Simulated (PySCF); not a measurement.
## A study: C$_{3}$H$_{3}$NS, SMILES `c1cscn1`

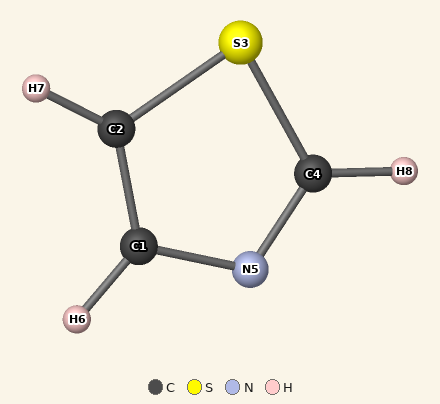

The molecule, with its atoms numbered as below. No frequency check shows the geometry to be a minimum.

Coordinates in Å:

```
C1       1.2900   -0.5838    0.0000
C2       0.0819   -1.2056    0.0000
S3      -1.1857   -0.0447    0.0000
C4       0.0325    1.1945    0.0000
N5       1.2393    0.7683    0.0000
H6       2.2477   -1.0711    0.0000
H7      -0.1367   -2.2537    0.0000
H8      -0.2406    2.2305    0.0000
```

### 1. Excited states

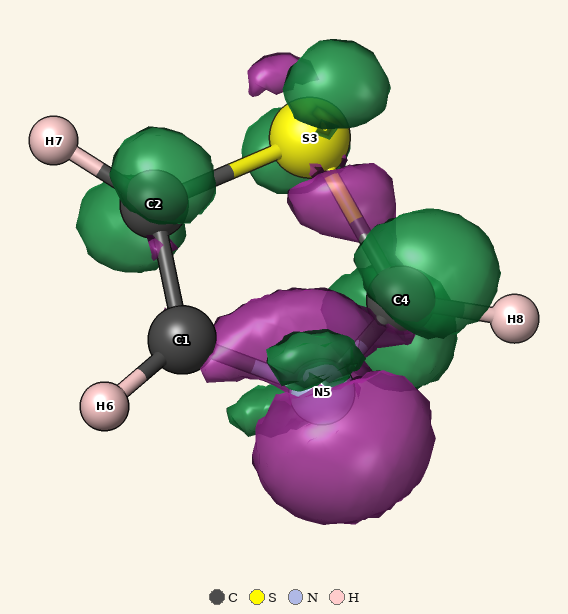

Unrelaxed difference density of S₁ less the ground state (full linear response singlet states), ±0.05 e/Å³; green: gain, purple: loss.

Method: CAM-B3LYP/def2-SVPD; geometry: GFN2-xTB; program: PySCF.

**How does the charge move on excitation?**

0.75 e is displaced in all, of which about 0.5 e passes between atoms: N5 (0.45 e) loses electrons and C4 (0.20 e) and C2 (0.12 e) gain them. The state: 5.50 eV (226 nm), f = 0.000 (very weak); the leading pair carries 100 %; hole on N5 (62 %), S3 (14 %) and C4 (9 %), electron on C4 (29 %), S3 (24 %) and N5 (17 %); their centroids lie 1.0 Å apart.

### 2. Magnetic shielding

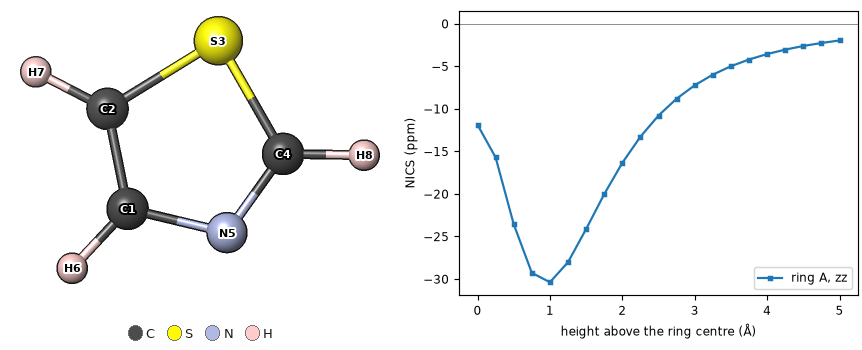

GIAO NICS scans along the ring normals; ring A: 5-membered ring C1/C2/S3/C4/N5.

Level of theory: PBE/def2-SVP (PySCF), at a geometry from GFN2-xTB.

**What does each scan say about the ring current?**

Ring A is strongly diatropic (aromatic): NICSzz reaches −30.4 ppm at 1.00 Å; NICS(0) = −13.6, NICS(1) = −12.3, NICS(1)zz = −30.4 ppm.

**What absolute proton shieldings does the same calculation give?**

From 23.8 ppm (H8) to 24.8 ppm (H7).

### 3. The π system

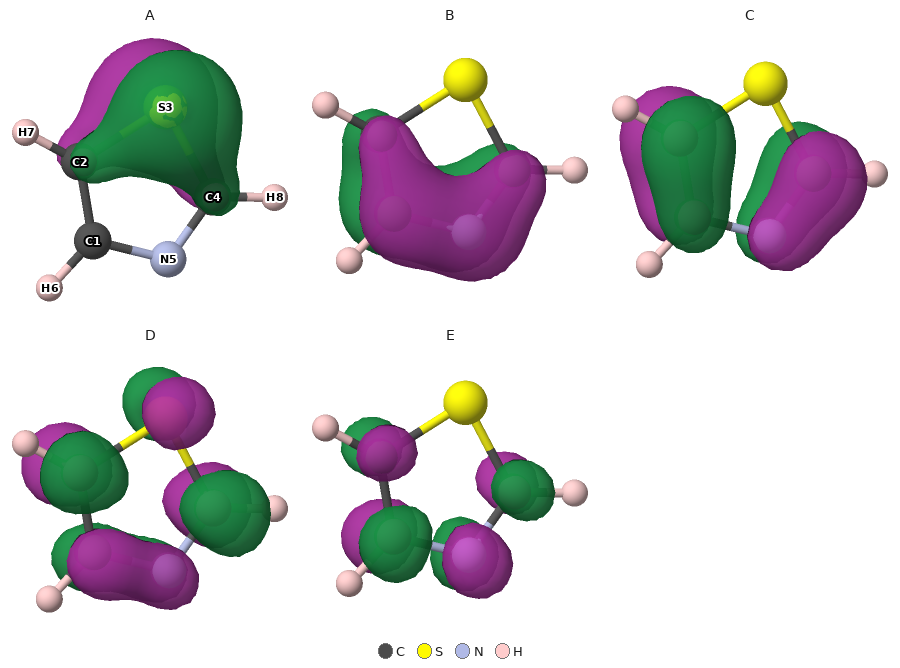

Natural orbitals of the π active space, CASSCF(6,5), singlet state, in order of falling occupation.

Computed with PySCF, 6-31G* basis, geometry: GFN2-xTB.

**What are the natural occupation numbers?**

A 2.00, B 1.94, C 1.91, D 0.09, E 0.06.

**How multiconfigurational is the state?**

The leading determinant weighs 0.92; the effective number of unpaired electrons, Σ n²(2−n)², is 0.09; the most occupied of the weakly occupied orbitals holds 0.09 e, as in an ordinary closed-shell π system. The active space lowers the energy by 1.49 eV against Hartree–Fock.

**Where does the lowest triplet lie relative to the singlet, at this geometry and within this active space?**

4.32 eV above it by strongly contracted NEVPT2 (+3.91 eV by CASSCF); a small basis tends to put such gaps a few tenths of an eV too high. This is a vertical energy for π states alone; a state that uses lone pairs or σ orbitals may lie lower.

The PySCF runs shown took 13 min, 13 s and 20 s on 1 thread of Arm Neoverse V1, on a shared host.
